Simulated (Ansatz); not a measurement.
# SnI4O12 (P-1): a many-body input that goes wrong, and its mend

Aim: the G0W0 gap of SnI4O12 (P-1). The first input has a fault.

Method: G0W0 on PBE, plane waves, PAW; PAW set soft_1, in Ansatz 0.2.0.

### 1. Starting point

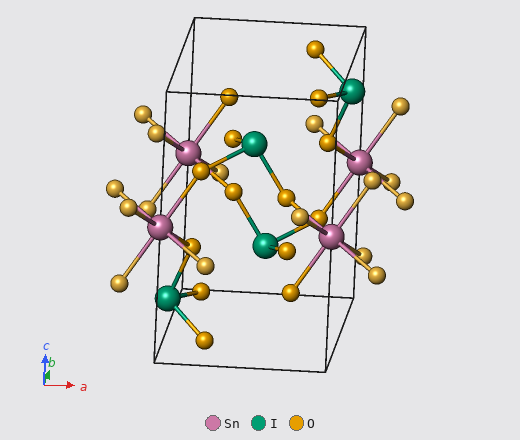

Start, viewed slightly off an axis; tin pink, iodine teal, oxygen orange. Some periodic images of atoms are drawn too.

Geometry: measured cell, ions relaxed with PBE. The runs that relaxed it are not among those shown. Spin-orbit coupling is left out unless a step names it.

### 2. First try

The input, input.yaml:

```yaml
crystal:
  lattice:
    - [5.0576, 0.0, 0.0]
    - [0.1062173362, 6.279901792, 0.0]
    - [0.1980229617, 0.3361895656, 8.3774187989]
  atoms:
    - { symbol: Sn, position: [0.0, 0.0, 0.5] }
    - { symbol: I, position: [0.5061148231, 0.7764667496, 0.237035738] }
    - { symbol: I, position: [0.4938851769, 0.2235332504, 0.762964262] }
    - { symbol: I, position: [0.9806449621, 0.6993687757, 0.8436912468] }
    - { symbol: I, position: [0.0193550379, 0.3006312243, 0.1563087532] }
    - { symbol: O, position: [0.782882709, 0.9590566929, 0.2966559641] }
    - { symbol: O, position: [0.217117291, 0.0409433071, 0.7033440359] }
    - { symbol: O, position: [0.3031160215, 0.7954234777, 0.4238411328] }
    - { symbol: O, position: [0.6968839785, 0.2045765223, 0.5761588672] }
    - { symbol: O, position: [0.8472236491, 0.7454330787, 0.6369154755] }
    - { symbol: O, position: [0.1527763509, 0.2545669213, 0.3630845245] }
    - { symbol: O, position: [0.8260917482, 0.4351970098, 0.8854019874] }
    - { symbol: O, position: [0.1739082518, 0.5648029902, 0.1145980126] }
    - { symbol: O, position: [0.6674548844, 0.5288324017, 0.2906575423] }
    - { symbol: O, position: [0.3325451156, 0.4711675983, 0.7093424577] }
    - { symbol: O, position: [0.7314164081, 0.8620142688, 0.9456220245] }
    - { symbol: O, position: [0.2685835919, 0.1379857312, 0.0543779755] }
kpoints:
  mp_grid: { grid: [2, 2, 2] }
hamiltonian:
  xc: pbe
  pseudopotentials: { kind: paw, azcp: { folder: soft_1 } }
scf:
  occupations: { method: fixed }
gw:
  n_empty_bands: 280
  ecut_chi: 5
  qp_bands: [v4, c4]
  qp_kpoints: band_edges
  screening: { model: contour_deformation }
```

Started as:

```sh
> ansatz run input.yaml --threads 2 --pin off --max-ram 92160MiB --backend cuda --events-out ev --progress --plain --runs-dir out --devices 1 --max-vram 13GiB
```

Numbers of over 12 decimals in the logs are rounded to 6 here.

Log:

```text
GPUs: using 1 of 1 available (devices: 1).
Engine: ansatz 0.2.0, x86_64-unknown-linux-gnu
Pseudopotentials: kind: paw
Pseudopotential: Sn, paw, valence charge 14, recommended cutoff 420 eV (normal), soft_1/Sn.paw.azcp
Pseudopotential: I, paw, valence charge 17, recommended cutoff 420 eV (normal), soft_1/I.paw.azcp
Pseudopotential: O, paw, valence charge 6, recommended cutoff 420 eV (normal), soft_1/O.paw.azcp
Functional definition: PBE
  parameter kappa = 0.804
  parameter beta = 0.066725
  exchange = pbe_x(kappa = kappa, mu = beta*pi^2/3)
  correlation = pbe_c(beta = beta)
device memory: the entry about to start is reckoned to put 3.2 GiB on a device that reports 37.1 GiB free (of which the cap on the GPU budget leaves the run 13.0 GiB)
GPU FFT provider: cuFFT
GPU libraries: cuBLAS 13.8.2, cuFFT 12.4.0, cuSOLVER 12.3.4
Crystal: 17 atoms, lattice volume = 266.077 Å³
Basis set: ecut = 420 eV, 5213 PW (Γ)
Bands: 94, of which v1, the nominal top of the filled ones, is band 77 counted from 1 (76 counted from 0)
Symmetry: 2 space group operations
Space group: P-1 (ITA 2), of the structure as read, at distance tolerance 6.4e-5 Å
k-points: 8
Non-local potential: Sn, projectors of the file, l = 0: 2, l = 1: 2, l = 2: 2, l = 3: 1
Non-local potential: I, projectors of the file, l = 0: 2, l = 1: 2, l = 2: 2, l = 3: 1
Non-local potential: O, projectors of the file, l = 0: 2, l = 1: 2, l = 2: 1
PAW form: soft (Blöchl's): semilocal exchange-correlation on the pseudo side does not see the compensation charge
PAW one-centre angular grid: Sn, 590 points (default); XC on 64 Gauss nodes
PAW one-centre angular grid: I, 590 points (default); XC on 64 Gauss nodes
PAW one-centre angular grid: O, 110 points (default); XC on 64 Gauss nodes
Initial density: superposition of atomic densities (chi_scale 0.1, normalization cell, long waves kept (reshape's long-wave potential 0.29 eV rms))
Initial wavefunctions: pseudopotential atomic-orbital guess
GPU buffer pool allocated for 97200 grid points (all kernels)
GPU transforms: local potential and band sums: pruned to the plane-wave sphere, on 36×45×60
Functional: x = pbe(κ = 0.804, μ = 0.219515), c = pbe(β = 0.066725)
SCF iter   1: F=—  HF=-42874.573803 eV  |F-HF|=—  |Δ(HF+E_count)|=         —  Δρ=1.09e-1  dr2=4.16e1  ethr=3.10e-3  ⟨swp⟩=5.0  Hψ=2876  notcnv=0  defer=111
preconditioner: auto → Resta (q_TF=auto, 2.491 Å⁻¹)  ε∞=3.6  [insulator: Δε(μ)=2.293 eV  Ē_g=15.109 eV  n_scr=68 (ndim 8)  ℏωp=24.3 eV  f_vac=0.100  ε∞_Penn≈3.6]
SCF iter   2: F=—  HF=-42864.670039 eV  |F-HF|=—  |Δ(HF+E_count)|=    9.90e0  Δρ=4.51e-2  dr2=3.09e0  ethr=3.10e-3  ⟨swp⟩=4.0  Hψ=1443  notcnv=0  defer=116
SCF iter   3: F=—  HF=-42863.996478 eV  |F-HF|=—  |Δ(HF+E_count)|=   6.74e-1  Δρ=1.93e-2  dr2=7.31e-1  ethr=2.01e-3  ⟨swp⟩=2.6  Hψ=1227  notcnv=0  defer=107
SCF iter   4: F=—  HF=-42863.903572 eV  |F-HF|=—  |Δ(HF+E_count)|=   9.29e-2  Δρ=7.71e-3  dr2=1.31e-1  ethr=4.75e-4  ⟨swp⟩=3.0  Hψ=992  notcnv=0  defer=119
SCF iter   5: F=—  HF=-42863.894580 eV  |F-HF|=—  |Δ(HF+E_count)|=   8.99e-3  Δρ=3.12e-3  dr2=2.10e-2  ethr=8.50e-5  ⟨swp⟩=2.9  Hψ=1083  notcnv=0  defer=120
SCF iter   6: F=—  HF=-42863.896829 eV  |F-HF|=—  |Δ(HF+E_count)|=   2.25e-3  Δρ=8.43e-4  dr2=1.77e-3  ethr=1.36e-5  ⟨swp⟩=2.9  Hψ=1087  notcnv=0  defer=120
SCF iter   7: F=—  HF=-42863.898130 eV  |F-HF|=—  |Δ(HF+E_count)|=   1.30e-3  Δρ=4.84e-4  dr2=5.82e-4  ethr=1.15e-6  ⟨swp⟩=2.0  Hψ=1031  notcnv=0  defer=120
SCF iter   8: F=—  HF=-42863.898175 eV  |F-HF|=—  |Δ(HF+E_count)|=   4.52e-5  Δρ=1.40e-4  dr2=4.91e-5  ethr=3.78e-7  ⟨swp⟩=2.0  Hψ=1021  notcnv=0  defer=120
SCF iter   9: F=—  HF=-42863.898221 eV  |F-HF|=—  |Δ(HF+E_count)|=   4.53e-5  Δρ=5.83e-5  dr2=9.56e-6  ethr=3.19e-8  ⟨swp⟩=2.0  Hψ=1016  notcnv=0  defer=120
SCF iter  10: F=—  HF=-42863.898225 eV  |F-HF|=—  |Δ(HF+E_count)|=   4.65e-6  Δρ=3.44e-5  dr2=3.09e-6  ethr=6.21e-9  ⟨swp⟩=2.0  Hψ=1035  notcnv=0  defer=120
SCF iter  11: F=—  HF=-42863.898226 eV  |F-HF|=—  |Δ(HF+E_count)|=   5.66e-7  Δρ=1.01e-5  dr2=2.79e-7  ethr=2.01e-9  ⟨swp⟩=2.0  Hψ=945  notcnv=0  defer=120
SCF iter  12: F=—  HF=-42863.898226 eV  |F-HF|=—  |Δ(HF+E_count)|=   3.33e-7  Δρ=9.05e-6  dr2=2.09e-7  ethr=6.49e-11  ⟨swp⟩=16.8  Hψ=4098  notcnv=0
SCF iter  13: F=-42863.898226 eV  HF=-42863.898226 eV  |F-HF|=5.01e-9  |Δ(HF+E_count)|=   1.08e-9  Δρ=1.27e-6  dr2=4.38e-9  ethr=6.49e-11  ⟨swp⟩=1.1  Hψ=1767  notcnv=0
SCF 1 converged in 13 iterations: F = -42863.898226 eV  dr2 = 4.38e-9
[...]
device memory: the entry about to start is reckoned to put 3.9 GiB (of the 4.0 GiB reckoned in all, the device holds 0.1 GiB already) on a device that reports 36.7 GiB free (of which the cap on the GPU budget leaves the run 12.9 GiB)
NSCF: frozen V_eff on 8 k-points
[...]
device memory: the entry about to start is reckoned to put 3.4 GiB on a device that reports 36.7 GiB free (of which the cap on the GPU budget leaves the run 13.0 GiB)
NSCF: frozen V_eff on 8 k-points
G₀W₀ screening: q 1/8
[... further progress lines ...]
SCF converged after 13 iterations
Free energy (F): -42863.898226 eV
Harris-Foulkes:  -42863.898226 eV  (|F-HF|=5.01e-9)
Internal energy: -42863.898226 eV  (E = F + TS)
E sigma→0 (E₀):  -42863.898226 eV
Fermi energy:    5.863891 eV
--- Per-component energies (eV) ---
  E_band       = -1898.834682
  E_kinetic    = 2833.496141
  E_local      = -14822.925455  (includes V_loc(G=0)·N_el)
  E_nonlocal   = 1198.958440
  E_hartree    = 6302.283473
  E_xc         = -1420.041892
  E_vxc        = -1624.782838  (∫ρ·V_xc dr)
  E_paw        = -25419.622334  (= ΣΔE_a)
  E_vpaw       = -2088.147614  (= ΣTr[D̂ρ^β])
  E_aug_tail   = -0.000168  (compensation charges beyond the density's cutoff)
  E_ewald      = -11536.046432
  E_smearing   = -0.000000  (= −TS)
  E_closure    = 0.000000  (closes the sum)
  Σ components = -42863.898226   (vs F -42863.898226, Δ=0.00e0)
--- Band table (eV; the first three rows and the last of 8) ---
  k-point 0: bands = [... 73 lower, 5.4047, 5.4130, 5.5461, 5.6256, 9.0933, 9.1368, 9.4759, 9.7287, ... 13 higher]
  k-point 1: bands = [... 73 lower, 5.3811, 5.3949, 5.4294, 5.6200, 8.9561, 9.0806, 9.5949, 9.8085, ... 13 higher]
  k-point 2: bands = [... 73 lower, 5.3896, 5.4301, 5.5461, 5.7295, 9.1326, 9.4042, 10.0246, 10.1411, ... 13 higher]
  k-point 7: bands = [... 73 lower, 5.1373, 5.3653, 5.4137, 5.7233, 8.7994, 9.6044, 9.6170, 9.7787, ... 13 higher]
--- G₀W₀: contour deformation, 6 samples at zero and on the imaginary axis and 1 off it, 8 q-points, 280 empty bands' worth ---
  eigenvalues of the whole cell's RPA ε∞ on this k-mesh (on a slab, of 1 + 4πα/V) = 4.6888, 5.3602, 5.5717; static W/v taken at q = 0 is 0.193085
  gw.qp_kpoints: band_edges: 8 of 8 stored k-points solved, in 1 pass; an edge of the gap read off the rows below is read off those points alone
    ik  band        ε_KS         Σx   Σc(E_QP)       V_xc       Z   E_QP_lin       E_QP  E_QP is
     0    74      5.4047   -24.4478     3.0254   -20.1139  0.8385     4.0685     4.0964  root
     0    75      5.4130   -24.9031     3.2561   -20.0887  0.8347     3.8109     3.8546  root
     0    76      5.5461   -26.5507     3.6657   -20.7974  0.8317     3.3646     3.4584  root
     0    77      5.6256   -25.2405     3.1940   -20.5528  0.8373     4.0941     4.1320  root
     0    78      9.0933   -14.7505    -2.6934   -18.9344  0.8475    10.6160    10.5837  root
     0    79      9.1368   -12.6554    -2.8494   -17.1570  0.8492    10.8297    10.7890  root
     0    80      9.4759   -12.5889    -2.8786   -17.0071  0.8462    11.0516    11.0154  root
     0    81      9.7287   -13.9023    -2.8705   -18.3860  0.8449    11.3847    11.3418  root
     1    74      5.3811   -25.4924     3.4560   -20.2413  0.8318     3.5201     3.5859  root
     1    75      5.3949   -25.2263     3.2479   -20.3896  0.8355     3.7608     3.8061  root
     1    76      5.4294   -26.0478     3.5414   -20.5995  0.8317     3.4471     3.5226  root
     1    77      5.6200   -25.3630     3.2268   -20.5675  0.8372     4.0088     4.0512  root
     1    78      8.9561   -14.3692    -2.7012   -18.6133  0.8485    10.5331    10.4990  root
     1    79      9.0806   -13.6740    -2.6894   -17.9101  0.8497    10.6614    10.6273  root
[...]
7    77      5.7233   -25.2178     3.0779   -20.7562  0.8391     4.3089     4.3396  root
     7    78      8.7994   -14.5682    -2.6792   -18.8074  0.8492    10.3940    10.3594  root
     7    79      9.6044   -13.5177    -2.8782   -18.1263  0.8449    11.3868    11.3348  root
     7    80      9.6170   -14.0099    -2.8395   -18.5746  0.8464    11.3901    11.3423  root
     7    81      9.7787   -13.6455    -2.9438   -18.1515  0.8439    11.3807    11.3409  root
```

Elapsed: 17 s, on 1 × NVIDIA H100 80GB HBM3 (shared by 6 runs) with 2 threads of AMD EPYC 7R13 (Zen 3), shared host; peak memory 1.4 GiB.

Q: What is the fault?

The run ended normally, though the input holds a fault or crude settings.

The fault: screening cutoff of a few eV. Such a cutoff keeps only a few plane waves in the dielectric matrix, so local fields and the Coulomb hole are lost.

It printed a gap of 5.71 eV, which is an artefact of the settings.

### 3. A better input

Now the one-shot GW correction: screening in the RPA, then the self-energy of the levels asked for. This step takes PAW set soft_1 files.

Changes to input.yaml since step 2:

```diff
@@ -31,4 +31,4 @@
 gw:
-  n_empty_bands: 280
-  ecut_chi: 5
+  n_empty_bands: 465
+  ecut_chi: 84
   qp_bands: [v4, c4]
```

Log:

```text
GPUs: using 1 of 1 available (devices: 1).
[...]
GPU FFT provider: cuFFT
GPU libraries: cuBLAS 13.8.2, cuFFT 12.4.0, cuSOLVER 12.3.4
Crystal: 17 atoms, lattice volume = 266.077 Å³
Basis set: ecut = 420 eV, 5213 PW (Γ)
Bands: 94, of which v1, the nominal top of the filled ones, is band 77 counted from 1 (76 counted from 0)
[... 1 set-up line as in the run before ...]
[...]
k-points: 8
[...]
GPU buffer pool allocated for 97200 grid points (all kernels)
[...]
SCF iter   1: F=—  HF=-42874.573803 eV  |F-HF|=—  |Δ(HF+E_count)|=         —  Δρ=1.09e-1  dr2=4.16e1  ethr=3.10e-3  ⟨swp⟩=5.0  Hψ=2876  notcnv=0  defer=111
[...]
SCF iter  13: F=-42863.898226 eV  HF=-42863.898226 eV  |F-HF|=5.01e-9  |Δ(HF+E_count)|=   1.08e-9  Δρ=1.27e-6  dr2=4.38e-9  ethr=6.49e-11  ⟨swp⟩=1.1  Hψ=1767  notcnv=0
SCF 1 converged in 13 iterations: F = -42863.898226 eV  dr2 = 4.38e-9
[...]
0    74      5.4047   -24.4478     3.9285   -20.1139  0.7388     4.9963     4.9994  root
     0    75      5.4130   -24.9031     4.3954   -20.0887  0.7277     4.9904     4.9940  root
     0    76      5.5461   -26.5507     5.2987   -20.7974  0.7189     5.0870     5.0915  root
     0    77      5.6256   -25.2405     4.3150   -20.5528  0.7327     5.2503     5.2529  root
     0    78      9.0933   -14.7505    -3.1038   -18.9344  0.7820    10.1887    10.1733  root
     0    79      9.1368   -12.6554    -3.4889   -17.1570  0.7900    10.1636    10.1495  root
     0    80      9.4759   -12.5889    -3.3813   -17.0071  0.7820    10.5287    10.5127  root
     0    81      9.7287   -13.9023    -3.3753   -18.3860  0.7800    10.8557    10.8370  root
[...]
7    78      8.7994   -14.5682    -3.1726   -18.8074  0.7843     9.8804     9.8659  root
     7    79      9.6044   -13.5177    -3.5002   -18.1263  0.7795    10.7322    10.7128  root
     7    80      9.6170   -14.0099    -3.4059   -18.5746  0.7794    10.7959    10.7757  root
     7    81      9.7787   -13.6455    -3.3809   -18.1515  0.7779    10.9232    10.9037  root
[key lines of the parts left out:]
SCF converged after 13 iterations
Free energy (F): -42863.898226 eV
Fermi energy:    5.863891 eV
```

It took 16 s on 1 × NVIDIA H100 80GB HBM3 (shared by 6 runs) with 2 threads; peak memory 1.8 GiB.

Numbers from this step:

```
bands summed                                 : 542
RPA ε∞ on this mesh (eigenvalues)            : 4.047, 4.635, 4.667
plane waves in the screening matrix          : 459
q-points in the mesh                         : 8
G0W0 gap on the mesh                         : 4.187 eV
k of the valence top                         : 0, -0.5, -0.5
k of the conduction bottom                   : -0.5, -0.5, 0
starting gap on the mesh                     : 2.815 eV
Z at the valence top                         : 0.7413
Z at the conduction bottom                   : 0.7856
least direct G0W0 gap on the computed points : 4.304 eV
```

The gap on the mesh goes from 2.81 eV to 4.19 eV, a correction of +1.37 eV. Between the two edge states, bare exchange in place of the xc potential would open the gap by 8.54 eV, and correlation takes back 7.17 eV.

### 4. What came out

| Property | Result |
| --- | --- |
| first try | converged after 17 s |
| better run | G0W0 gap on the mesh 4.19 eV (2×2×2 mesh, 465 empty bands, screening to 84 eV, PAW set soft_1 files) |

**Reading.** The second run differs in: empty bands and screening cutoff (eV). Bands and cutoff are finite, so the gap is not at the basis limit. The miss can reach some tenths of an eV and take either sign; the mesh is an error of its own. The 2×2×2 mesh is coarse for this cell (its supercell is 10 Å along the shortest edge). The RPA ε∞ on it, from the PBE start, is 4.05, 4.64 and 4.67; such meshes misread the long-range screening, most where the gap is narrow. The many-body steps are scalar-relativistic: spin-orbit coupling is not in them.

[Paths, hosts, dates, memory and timing lines, banners, echoed tables and standing remarks are left out of the program output.]

[Logs are printed without paths, hosts, clocks, repeated set-up lines and the standing remarks that a program may print on its own settings, such as how far it seeks lower states.]

[Runs of the session that timed out or met a known fault of the program may be left out.]

[Cells called generated may have been cut or substituted from an entry of the Crystallography Open Database or the Materials Project.]

[Hosts, paths, dates, database ids (printed as entryN), source tags and the programs' standing remarks are cut or masked in the printed files.]
